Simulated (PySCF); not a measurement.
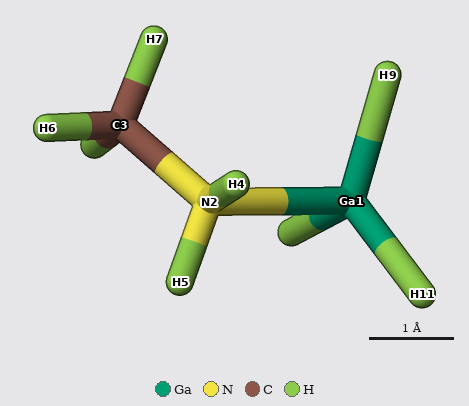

**Figure 1.** The structure (stick view, seen at a tilt; atoms are numbered from 1 in the order of the input). Sticks mark near contacts.

## CH8GaN: excited-state calculation

The run: excited-state calculation of CH8GaN (Ga(NH2Me)H3). Method and program: TDDFT PBE0/def2-SVPD, vertical, gas phase, core orbitals frozen in the response (PySCF 2.14.0).

The geometry comes from this level: PBE0-D3(BJ)/def2-SVP. It belongs to a series of runs on one base structure; here: donor: NH3 to NH2Me.

## The program's output
```
coarse grid: 37496 points
cycle   1  E = -2021.8038642297  dE = -6.010e-01  |g| = 4.481e-01  |ddm| = 3.904e+00
cycle   2  E = -2021.8069546292  dE = -3.090e-03  |g| = 4.952e-01  |ddm| = 7.361e-01
cycle   3  E = -2021.8329800535  dE = -2.603e-02  |g| = 4.196e-02  |ddm| = 4.830e-01
cycle   4  E = -2021.8333287365  dE = -3.487e-04  |g| = 1.080e-02  |ddm| = 7.684e-02
cycle   5  E = -2021.8333520387  dE = -2.330e-05  |g| = 4.631e-03  |ddm| = 1.646e-02
cycle   6  E = -2021.8333562804  dE = -4.242e-06  |g| = 8.873e-04  |ddm| = 5.829e-03
final grid: 78472 points
cycle   7  E = -2021.8333165457  dE =  3.375e-08  |g| = 1.107e-03  |ddm| = 5.015e-03
cycle   8  E = -2021.8333163221  dE =  2.236e-07  |g| = 1.548e-03  |ddm| = 3.437e-03
cycle   9  E = -2021.8333168025  dE = -4.804e-07  |g| = 6.689e-05  |ddm| = 1.705e-03
cycle  10  E = -2021.8333168037  dE = -1.173e-09  |g| = 1.632e-05  |ddm| = 1.159e-04
cycle  11  E = -2021.8333168037  dE = -4.047e-11  |g| = 2.066e-06  |ddm| = 1.629e-05
```

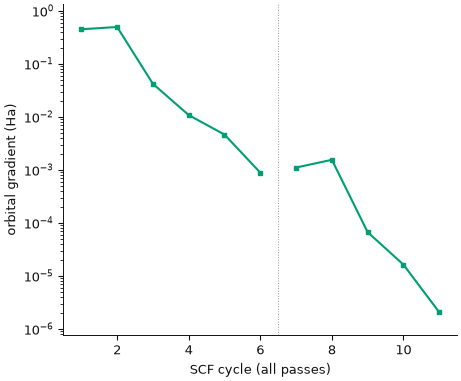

**Figure 2.** Convergence of the self-consistent field: orbital gradient against the SCF cycle. The dotted line marks the change from a coarse to the final integration grid. The first 6 cycles use a coarse grid, the final grid takes over at cycle 7, and the field converges after 11 cycles in all.

```
converged SCF energy = -2021.8333168037

Static polarisability (au): isotropic 59.157, principal 56.649 56.702 64.121

Singlet excitations
state   eV       nm        f      main configurations
  1   6.1313    202.2   0.02006   H-1->L 0.96
  2   6.1471    201.7   0.02369   H->L 0.97
  3   7.1752    172.8   0.05680   H->L+1 0.91
  4   7.1831    172.6   0.06015   H-1->L+1 0.90
  5   7.4997    165.3   0.03252   H-2->L 0.93
  6   7.5802    163.6   0.00176   H->L+2 0.67, H->L+4 0.09, H-1->L+3 0.09
  7   7.7162    160.7   0.02194   H-1->L+2 0.42, H-1->L+3 0.31, H->L+4 0.11
  8   7.7269    160.5   0.01988   H-1->L+2 0.35, H-1->L+3 0.32, H->L+4 0.18
  9   7.8071    158.8   0.01963   H->L+3 0.53, H-1->L+4 0.30, H-1->L+2 0.10
 10   7.8545    157.9   0.09028   H->L+4 0.50, H->L+2 0.23, H->L+5 0.13
 11   7.9006    156.9   0.05468   H-1->L+4 0.51, H->L+3 0.40
 12   8.1466    152.2   0.04372   H->L+5 0.62, H-1->L+6 0.15, H-1->L+3 0.14
 13   8.2483    150.3   0.09256   H-1->L+5 0.80, H->L+6 0.16
 14   8.4817    146.2   0.22276   H-1->L+6 0.75, H->L+5 0.16
 15   8.5168    145.6   0.27298   H->L+6 0.77, H-1->L+5 0.14

Triplet excitations (Tamm-Dancoff, eV): 5.8741 5.8753 6.8768 6.8774
```

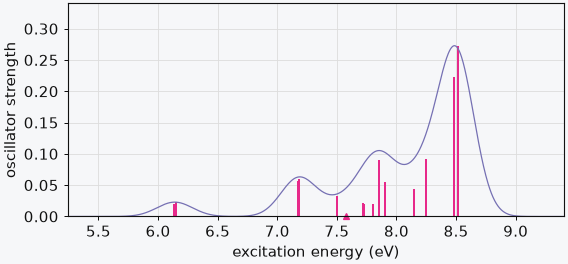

**Figure 3.** Computed excitations as sticks (degenerate states added up, dark ones marked on the axis), with a Gaussian envelope of 0.35 eV full width at half maximum, scaled to the tallest. Of the 15 states the lowest lies at 6.13 eV (f = 0.020); the strongest line is at 8.52 eV, or 146 nm (f = 0.273).

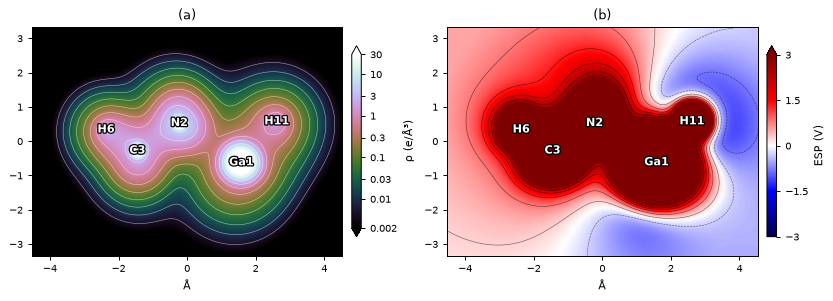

**Figure 4.** (a) total electron density; (b) electrostatic potential on the plane of atoms N2, C3 and H6. Atoms in the plane: Ga, N, C and H. Ga–N (2.14 Å): ρ at the midpoint is about 0.47 e/Å³. C–H (1.10 Å): ρ at the midpoint is about 1.9 e/Å³.

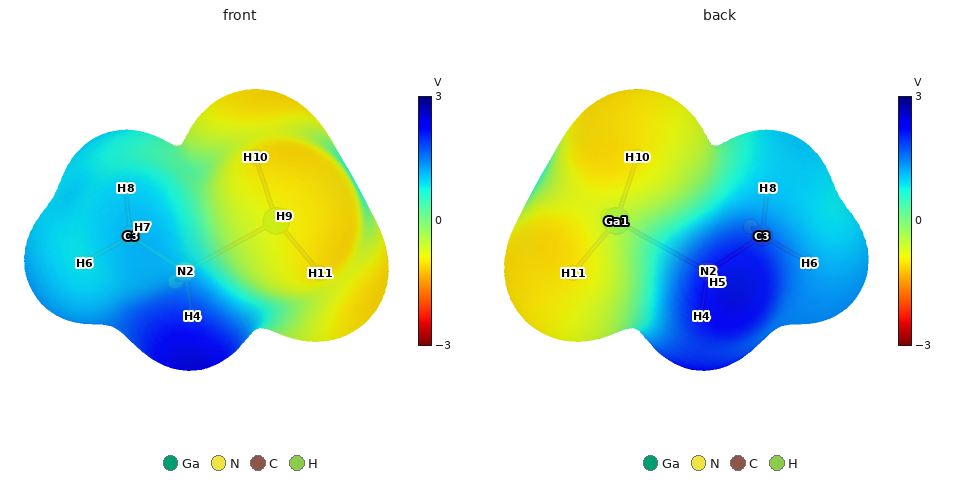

**Figure 5.** The molecular electrostatic potential painted on the density surface at 0.002 e/bohr³, seen at a tilt and from behind; the colour scale runs from red (negative) to blue (positive). A positive charge is drawn to the negative regions and a negative charge to the positive ones. Its dipole moment is 5.04 D.

The run was set up as follows.

## Input
```
{"job": {"kind": "uv", "xc": "PBE0", "basis": "def2-SVPD", "ip": false, "nstates": 15}, "charge": 0, "multiplicity": 1}
Ga    -0.226426    -0.409497    -1.607823
N     -0.230558    -0.437285     0.527819
C      0.423022     0.716332     1.145157
H      0.216513    -1.307717     0.816938
H     -1.204549    -0.507174     0.823593
H      0.390721     0.688548     2.246031
H      1.470788     0.751657     0.816841
H     -0.066068     1.635028     0.794103
H      1.341222    -0.435578    -1.838046
H     -0.980287     0.967116    -1.827567
H     -1.036308    -1.746931    -1.866145
```

The first line tells a small driver script what to run in PySCF; the rest is the geometry in Å.

Launch command:
```bash
OMP_NUM_THREADS=1 python <driver script> task.json out
```

## Summary

```csv
quantity,value
outcome,converged
total energy,−2021.833317 hartree
HOMO,−7.44 eV
LUMO,−0.21 eV
dipole moment,5.04 D
mean polarisability,59.16 a.u.
lowest singlet excitation,6.13 eV
hardware,"1 CPU thread, shared host"
wall time,13 s
peak memory,0.62 GiB
```

## Notes

Spin–orbit coupling is left out, which matters for the heavy atoms.
